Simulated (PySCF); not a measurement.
Molecule: SMILES [CH]1CCCCC1 (C₆H₁₁), doublet. Atoms near the plane z = 0.0 Å, at the GFN2-xTB optimised geometry (x, y, z in Å): C2 (0.5, -1.3, 0.0), C5 (0.0, 1.4, 0.0), H8 (0.5, -2.4, 0.0), H9 (1.6, -1.0, -0.2), H14 (-0.3, 2.4, 0.0), H15 (1.1, 1.4, 0.0).

Computed with unrestricted B3LYP/def2-SVP in PySCF. Cells within 0.4 Å of a nucleus heavier than hydrogen are left out (blank, or x). The values are rescaled to run from 0 to 1.

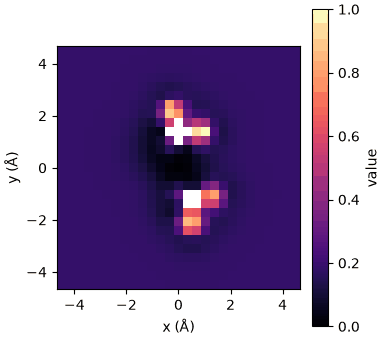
Fig. 1. a field on the plane z = 0.0 Å.

Q: Which quantity is mapped?
A. electrostatic potential
B. Laplacian of the electron density
C. log10 of the electron density
D. deformation density (molecule minus spherical neutral atoms)

A: D, deformation density (molecule minus spherical neutral atoms). In full: deformation density (molecule minus spherical neutral atoms) (e/bohr³).
